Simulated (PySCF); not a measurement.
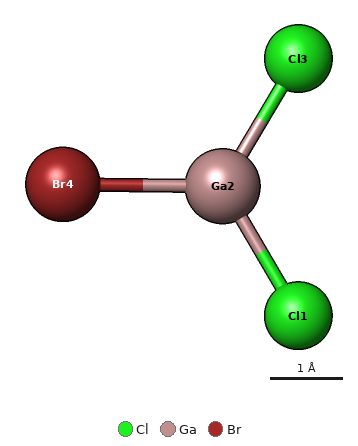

Figure 1. The structure as given in the input (ball-and-stick view, seen on its broad side; atoms are numbered from 1 in the order of the input). Sticks mark near contacts.

**Run report: GaBrCl₂, energy and gradient calculation**

The run: energy and gradient calculation of GaBrCl₂, SMILES [Cl][Ga]([Cl])[Br]. Method and program: PBE0/def2-SVP, RKS (PySCF 2.14.0).

The geometry comes from this level: PBE0-D4/def2-TZVP. Figures and captions count atoms from 1; the log counts them from 0 in places.

## Input file (calc.py)
```python
# [Cl][Ga]([Cl])[Br]
import pyscf.grad
from pyscf import gto, dft

mol = gto.M(
    atom=[
    ('Cl', (1.295400, 0.319700, 1.662100)),
    ('Ga', (0.025200, -0.037100, 0.009600)),
    ('Cl', (-0.400600, -2.030300, -0.554000)),
    ('Br', (-0.864600, 1.687400, -1.138000)),
],
    verbose=4,
    spin=0,
    charge=0,
    max_memory=1860,
    basis='def2-svp',
)

calc0 = dft.RKS(mol, xc='pbe0')
calc0.grids.level = 5
calc0.conv_tol = 1e-10
calc0.kernel()
if not calc0.converged:
    calc0 = calc0.newton().run(calc0.mo_coeff, calc0.mo_occ)

e_tot = calc0.e_tot
print(f'total energy: {e_tot:.8f} hartree')
grad = calc0.Gradients().kernel()
calc0.analyze()
```

Hardware: 1 thread of Arm Neoverse V2, 24 GiB of memory available, shared host.

Launched with:
```bash
OMP_NUM_THREADS=1 python calc.py
```

## The program's output
```
PySCF version 2.14.0

[INPUT] num. atoms = 4
[INPUT] num. electrons = 100
[INPUT] charge = 0
[INPUT] spin (= nelec alpha-beta = 2S) = 0
[INPUT] symmetry False subgroup None
[INPUT] Mole.unit = angstrom
[INPUT] Symbol           X                Y                Z      unit          X                Y                Z       unit  Magmom
[INPUT]  1 Cl     1.295400000000   0.319700000000   1.662100000000 AA    2.447951221762   0.604145442023   3.140913791640 Bohr   0.0
[INPUT]  2 Ga     0.025200000000  -0.037100000000   0.009600000000 AA    0.047621098339  -0.070108839221   0.018141370796 Bohr   0.0
[INPUT]  3 Cl    -0.400600000000  -2.030300000000  -0.554000000000 AA   -0.757024285501  -3.836710950704  -1.046908273009 Bohr   0.0
[INPUT]  4 Br    -0.864600000000   1.687400000000  -1.138000000000 AA   -1.633857207299   3.188723862591  -2.150508329755 Bohr   0.0

nuclear repulsion = 726.431408810187
number of shells = 40
number of NR pGTOs = 220
number of NR cGTOs = 100
basis = def2-svp
ecp = {}

******** <class 'pyscf.dft.rks.RKS'> ********
method = RKS
initial guess = minao
damping factor = 0
level_shift factor = 0
DIIS = <class 'pyscf.scf.diis.CDIIS'>
diis_start_cycle = 1
diis_space = 8
diis_damp = 0
SCF conv_tol = 1e-10
SCF conv_tol_grad = None
SCF max_cycles = 50
direct_scf = True
direct_scf_tol = 1e-13
XC library pyscf.dft.libxc version 7.0.0
    S. Lehtola, C. Steigemann, M. J.T. Oliveira, and M. A.L. Marques.,  SoftwareX 7, 1–5 (2018)
XC functionals = pbe0
radial grids:
    Treutler-Ahlrichs [JCP 102, 346 (1995); DOI:10.1063/1.469408] (M4) radial grids

becke partition: Becke, JCP 88, 2547 (1988); DOI:10.1063/1.454033
pruning grids: <function nwchem_prune>
grids dens level: 5
symmetrized grids: False
atomic radii adjust function: <function treutler_atomic_radii_adjust>
small_rho_cutoff = 0
Set gradient conv threshold to 1e-05
Initial guess from minao.
tot grids = 176112
init E= -5416.58751553662
  HOMO = -0.347416620891651  LUMO = -0.0956337315063363  gap/eV = 6.85136
cycle= 1 E= -5417.80331980794  delta_E= -1.22  |g|= 0.637  |ddm|= 2.45
  HOMO = -0.313944479652082  LUMO = -0.104554176243674  gap/eV = 5.69780
cycle= 2 E= -5417.71500732363  delta_E= 0.0883  |g|= 0.942  |ddm|= 1.58
  HOMO = -0.324117605673055  LUMO = -0.068148145631977  gap/eV = 6.96528
cycle= 3 E= -5417.88251032502  delta_E= -0.168  |g|= 0.0369  |ddm|= 0.967
  HOMO = -0.326989967738486  LUMO = -0.0714528875029541  gap/eV = 6.95352
cycle= 4 E= -5417.88272002128  delta_E= -0.00021  |g|= 0.0125  |ddm|= 0.0408
  HOMO = -0.327652373407169  LUMO = -0.0699529437600246  gap/eV = 7.01236
cycle= 5 E= -5417.88275876785  delta_E= -3.87e-05  |g|= 0.00345  |ddm|= 0.0204
  HOMO = -0.326983250274283  LUMO = -0.0698941268675637  gap/eV = 6.99575
cycle= 6 E= -5417.88276282609  delta_E= -4.06e-06  |g|= 0.000712  |ddm|= 0.00575
  HOMO = -0.32707788613508  LUMO = -0.0699532593803021  gap/eV = 6.99672
cycle= 7 E= -5417.88276293667  delta_E= -1.11e-07  |g|= 0.000138  |ddm|= 0.000881
  HOMO = -0.327069994822327  LUMO = -0.0699514532078354  gap/eV = 6.99655
cycle= 8 E= -5417.88276293922  delta_E= -2.55e-09  |g|= 3.38e-05  |ddm|= 0.000155
  HOMO = -0.327071751017591  LUMO = -0.0699496586671375  gap/eV = 6.99665
cycle= 9 E= -5417.8827629395  delta_E= -2.86e-10  |g|= 2.35e-06  |ddm|= 4.75e-05
  HOMO = -0.327071616505219  LUMO = -0.0699495378362061  gap/eV = 6.99665
cycle= 10 E= -5417.88276293951  delta_E= -5.46e-12  |g|= 6.77e-07  |ddm|= 4.02e-06
  HOMO = -0.327071643422362  LUMO = -0.0699495732124658  gap/eV = 6.99665
```

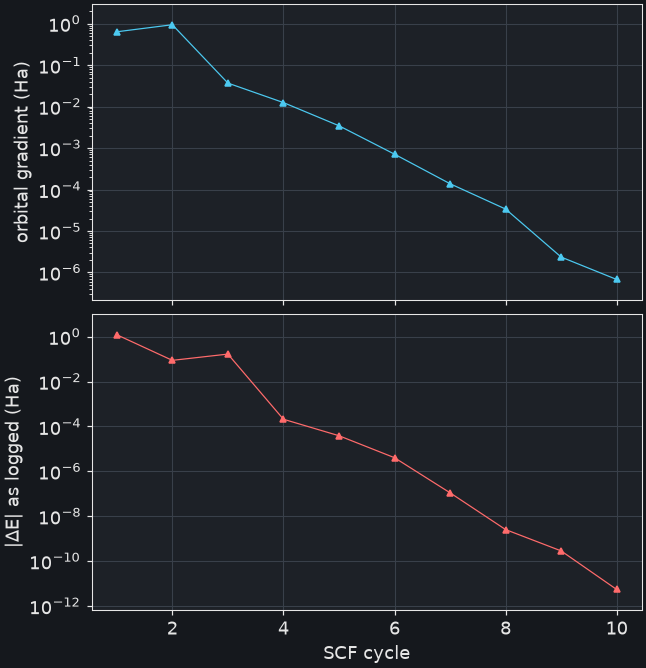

Figure 2. Convergence of the self-consistent field: orbital gradient and size of the energy change against the SCF cycle. The residual falls almost steadily, with no more than small rises.

```
Extra cycle  E= -5417.88276293951  delta_E= 2.73e-12  |g|= 5.3e-07  |ddm|= 1.51e-06
converged SCF energy = -5417.88276293951
total energy: -5417.88276294 hartree

******** <class 'pyscf.grad.rks.Gradients'> for <class 'pyscf.dft.rks.RKS'> ********
unit = Eh/Bohr
grid_response = False
--------------- RKS gradients ---------------
         x                y                z
0 Cl    -0.0021814503    -0.0005287427    -0.0028327355
1 Ga     0.0009435385    -0.0017982546     0.0012214651
2 Cl     0.0006776103     0.0034086083     0.0009023428
3 Br     0.0005543582    -0.0010781084     0.0007066706
----------------------------------------------
**** SCF Summaries ****
Total Energy =                       -5417.882762939506392
Nuclear Repulsion Energy =             726.431408810187236
One-electron Energy =                -8985.328359753573750
Two-electron Energy =                 2841.014188003880008
Two-electron Coulomb Energy =         3063.196026959873961
DFT Exchange-Correlation Energy =     -222.181838955993953
HOMO-LUMO gap [eV] =                     6.996647906743021
**** MO energy ****
MO #1   energy= -483.213352789578  occ= 2
MO #2   energy= -372.949606851553  occ= 2
MO #3   energy= -101.694226029455  occ= 2
MO #4   energy= -101.694215006278  occ= 2
MO #5   energy= -62.6471567081143  occ= 2
MO #6   energy= -56.4361905100398  occ= 2
MO #7   energy= -56.4341405206092  occ= 2
MO #8   energy= -56.43379343682    occ= 2
MO #9   energy= -46.1148686382038  occ= 2
MO #10  energy= -40.8423327474626  occ= 2
MO #11  energy= -40.8389488599372  occ= 2
MO #12  energy= -40.8387847889715  occ= 2
MO #13  energy= -9.54565238820411  occ= 2
MO #14  energy= -9.54564490627688  occ= 2
MO #15  energy= -8.79277922430589  occ= 2
MO #16  energy= -7.2845048912668   occ= 2
MO #17  energy= -7.28449801062176  occ= 2
MO #18  energy= -7.27874134222089  occ= 2
MO #19  energy= -7.27872977206948  occ= 2
MO #20  energy= -7.27790971937801  occ= 2
MO #21  energy= -7.27789752399281  occ= 2
MO #22  energy= -6.60460247614901  occ= 2
MO #23  energy= -6.59673622790266  occ= 2
MO #24  energy= -6.59553953056392  occ= 2
MO #25  energy= -5.64445059936981  occ= 2
MO #26  energy= -3.91757940589416  occ= 2
MO #27  energy= -3.91078524188602  occ= 2
MO #28  energy= -3.91061271654756  occ= 2
MO #29  energy= -2.6906872361404   occ= 2
MO #30  energy= -2.68860684268802  occ= 2
MO #31  energy= -2.68765115358288  occ= 2
MO #32  energy= -2.6813728816512   occ= 2
MO #33  energy= -2.6813382937196   occ= 2
MO #34  energy= -0.949644295926002 occ= 2
MO #35  energy= -0.948244481780628 occ= 2
MO #36  energy= -0.943491433554825 occ= 2
MO #37  energy= -0.939837862851663 occ= 2
MO #38  energy= -0.939830269414623 occ= 2
MO #39  energy= -0.851127095754573 occ= 2
MO #40  energy= -0.834414773028636 occ= 2
MO #41  energy= -0.802147903353697 occ= 2
MO #42  energy= -0.497334465837617 occ= 2
MO #43  energy= -0.412891197488931 occ= 2
MO #44  energy= -0.405121958299905 occ= 2
MO #45  energy= -0.375001622776182 occ= 2
MO #46  energy= -0.352504510175345 occ= 2
MO #47  energy= -0.351309318519715 occ= 2
MO #48  energy= -0.348066006790777 occ= 2
MO #49  energy= -0.335432849214174 occ= 2
MO #50  energy= -0.327071643422362 occ= 2
MO #51  energy= -0.0699495732124658 occ= 0
MO #52  energy= -0.0531883735176564 occ= 0
MO #53  energy= 0.0694716821542141 occ= 0
MO #54  energy= 0.0751875945741314 occ= 0
MO #55  energy= 0.0817436094458328 occ= 0
MO #56  energy= 0.202439426057     occ= 0
MO #57  energy= 0.218156368423419  occ= 0
MO #58  energy= 0.238549067976792  occ= 0
MO #59  energy= 0.286577939745789  occ= 0
MO #60  energy= 0.304319260719212  occ= 0
MO #61  energy= 0.360273283975337  occ= 0
MO #62  energy= 0.380261860575165  occ= 0
MO #63  energy= 0.389363181909374  occ= 0
MO #64  energy= 0.457612653469045  occ= 0
MO #65  energy= 0.528418427250664  occ= 0
MO #66  energy= 0.540881862844009  occ= 0
MO #67  energy= 0.579824653822429  occ= 0
MO #68  energy= 0.588158441020791  occ= 0
MO #69  energy= 0.599865074220799  occ= 0
MO #70  energy= 0.649011902450098  occ= 0
MO #71  energy= 0.654948374424353  occ= 0
MO #72  energy= 0.694166065484045  occ= 0
MO #73  energy= 0.736348766416005  occ= 0
MO #74  energy= 0.769312564374939  occ= 0
MO #75  energy= 0.771970177086061  occ= 0
MO #76  energy= 0.772794280173626  occ= 0
MO #77  energy= 0.777914086850071  occ= 0
MO #78  energy= 0.800307976910177  occ= 0
MO #79  energy= 0.82878749490978   occ= 0
MO #80  energy= 0.829705243779547  occ= 0
MO #81  energy= 0.849412250770579  occ= 0
MO #82  energy= 0.890853095590181  occ= 0
MO #83  energy= 0.936155664229997  occ= 0
MO #84  energy= 0.988913076355022  occ= 0
MO #85  energy= 0.993124341927782  occ= 0
MO #86  energy= 1.0604782301387    occ= 0
MO #87  energy= 1.09330634818622   occ= 0
MO #88  energy= 1.15083800233175   occ= 0
MO #89  energy= 1.27178233226728   occ= 0
MO #90  energy= 1.27486857895244   occ= 0
MO #91  energy= 2.03226407477672   occ= 0
MO #92  energy= 2.04002330389086   occ= 0
MO #93  energy= 2.05131463705123   occ= 0
MO #94  energy= 2.17609009688387   occ= 0
MO #95  energy= 2.19213945390402   occ= 0
MO #96  energy= 3.43441343541709   occ= 0
MO #97  energy= 3.43854259530166   occ= 0
MO #98  energy= 3.49082532923986   occ= 0
MO #99  energy= 3.52926827809505   occ= 0
MO #100 energy= 3.6846995443636    occ= 0
 ** Mulliken pop on meta-lowdin orthogonal AOs  **
 ** Mulliken pop  **
pop of  0 Cl 1s           2.00000
pop of  0 Cl 2s           1.99986
pop of  0 Cl 3s           1.83993
pop of  0 Cl 4s           0.00176
pop of  0 Cl 2px          1.99994
pop of  0 Cl 2py          1.99995
pop of  0 Cl 2pz          1.99994
pop of  0 Cl 3px          1.76190
pop of  0 Cl 3py          1.90752
pop of  0 Cl 3pz          1.68518
pop of  0 Cl 4px          0.00045
pop of  0 Cl 4py          0.00033
pop of  0 Cl 4pz          0.00059
pop of  0 Cl 3dxy         0.00082
pop of  0 Cl 3dyz         0.00134
pop of  0 Cl 3dz^2        0.00249
pop of  0 Cl 3dxz         0.00423
pop of  0 Cl 3dx2-y2      0.00112
pop of  1 Ga 1s           1.99999
pop of  1 Ga 2s           1.99991
pop of  1 Ga 3s           1.99660
pop of  1 Ga 4s           0.91755
pop of  1 Ga 5s           0.01476
pop of  1 Ga 2px          1.99999
pop of  1 Ga 2py          1.99999
pop of  1 Ga 2pz          1.99999
pop of  1 Ga 3px          1.99991
pop of  1 Ga 3py          1.99993
pop of  1 Ga 3pz          1.99992
pop of  1 Ga 4px          0.42184
pop of  1 Ga 4py          0.52378
pop of  1 Ga 4pz          0.46328
pop of  1 Ga 5px          0.00836
pop of  1 Ga 5py          0.02063
pop of  1 Ga 5pz          0.01328
pop of  1 Ga 3dxy         1.99918
pop of  1 Ga 3dyz         1.99901
pop of  1 Ga 3dz^2        1.99918
pop of  1 Ga 3dxz         1.99841
pop of  1 Ga 3dx2-y2      1.99871
pop of  1 Ga 4dxy         0.00447
pop of  1 Ga 4dyz         0.00495
pop of  1 Ga 4dz^2        0.00416
pop of  1 Ga 4dxz         0.00228
pop of  1 Ga 4dx2-y2      0.00364
pop of  1 Ga 5dxy         0.00238
pop of  1 Ga 5dyz         0.00215
pop of  1 Ga 5dz^2        0.00237
pop of  1 Ga 5dxz         0.00092
pop of  1 Ga 5dx2-y2      0.00154
pop of  2 Cl 1s           2.00000
pop of  2 Cl 2s           1.99986
pop of  2 Cl 3s           1.83995
pop of  2 Cl 4s           0.00176
pop of  2 Cl 2px          1.99995
pop of  2 Cl 2py          1.99993
pop of  2 Cl 2pz          1.99995
pop of  2 Cl 3px          1.87512
pop of  2 Cl 3py          1.60356
pop of  2 Cl 3pz          1.87593
pop of  2 Cl 4px          0.00029
pop of  2 Cl 4py          0.00076
pop of  2 Cl 4pz          0.00032
pop of  2 Cl 3dxy         0.00217
pop of  2 Cl 3dyz         0.00252
pop of  2 Cl 3dz^2        0.00136
pop of  2 Cl 3dxz         0.00022
pop of  2 Cl 3dx2-y2      0.00373
pop of  3 Br 1s           2.00000
pop of  3 Br 2s           1.99992
pop of  3 Br 3s           1.99927
pop of  3 Br 4s           1.88716
pop of  3 Br 5s           0.00238
pop of  3 Br 2px          1.99999
pop of  3 Br 2py          1.99999
pop of  3 Br 2pz          1.99999
pop of  3 Br 3px          1.99984
pop of  3 Br 3py          1.99981
pop of  3 Br 3pz          1.99984
pop of  3 Br 4px          1.82296
pop of  3 Br 4py          1.66598
pop of  3 Br 4pz          1.79024
pop of  3 Br 5px          0.00057
pop of  3 Br 5py          0.00105
pop of  3 Br 5pz          0.00068
pop of  3 Br 3dxy         1.99994
pop of  3 Br 3dyz         1.99994
pop of  3 Br 3dz^2        1.99994
pop of  3 Br 3dxz         1.99995
pop of  3 Br 3dx2-y2      1.99994
pop of  3 Br 4dxy         0.00322
pop of  3 Br 4dyz         0.00433
pop of  3 Br 4dz^2        0.00150
pop of  3 Br 4dxz         0.00144
pop of  3 Br 4dx2-y2      0.00229
pop of  3 Br 5dxy         0.00001
pop of  3 Br 5dyz         0.00001
pop of  3 Br 5dz^2        0.00001
pop of  3 Br 5dxz         0.00000
pop of  3 Br 5dx2-y2      0.00001
 ** Mulliken atomic charges  **
charge of    0Cl =     -0.20734
charge of    1Ga =      0.59690
charge of    2Cl =     -0.20736
charge of    3Br =     -0.18220
Dipole moment(X, Y, Z, Debye): -0.12686,  0.24602, -0.16343
```

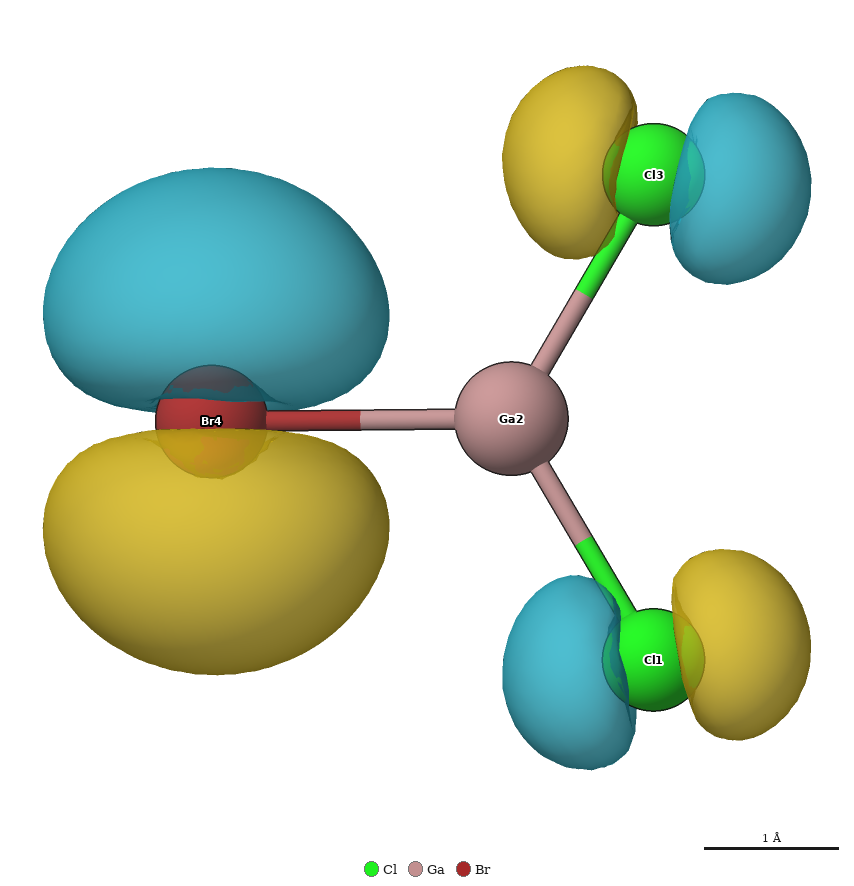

Figure 3. The HOMO at ±0.1 Å⁻³ᐟ² (yellow and cyan are the two phases), seen face on. Its energy is −8.90 eV.

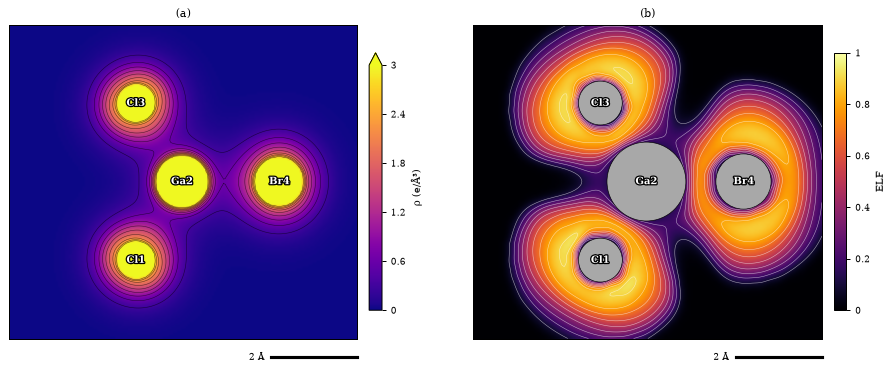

Figure 4. (a) electron density; (b) electron localisation function on the molecular plane. Grey discs, where drawn, cover atomic cores. The plane passes through Cl, Ga and Br nuclei. Ga–Cl (2.11 Å): ρ at the midpoint is about 0.73 e/Å³; the ELF peaks at about 0.80 in the valence shell of Cl, 0.8 Å from its nucleus, and is about 0.55 at the midpoint. Ga–Br (2.25 Å): ρ is about 0.67 e/Å³ halfway; the ELF peaks at about 0.75 in the valence shell of Br, 1.0 Å from its nucleus, and is about 0.65 at the midpoint.

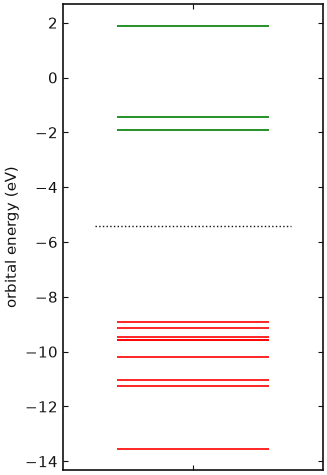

Figure 5. Orbital energies near the frontier; the dotted line parts filled from empty levels, and levels within 0.02 eV of each other stand side by side. Highest filled −8.90 eV, lowest empty −1.90 eV, 7.00 eV apart.

## Key numbers

```json
{"quantity": "outcome", "value": "converged"}
{"quantity": "total energy", "value": "−5417.882763 hartree"}
{"quantity": "basis functions", "value": "100"}
{"quantity": "largest force", "value": "0.186 eV/Å"}
{"quantity": "HOMO", "value": "−8.90 eV"}
{"quantity": "LUMO", "value": "−1.90 eV"}
{"quantity": "dipole moment", "value": "0.32 D"}
{"quantity": "wall time", "value": "30 s"}
{"quantity": "peak memory", "value": "0.98 GiB"}
```
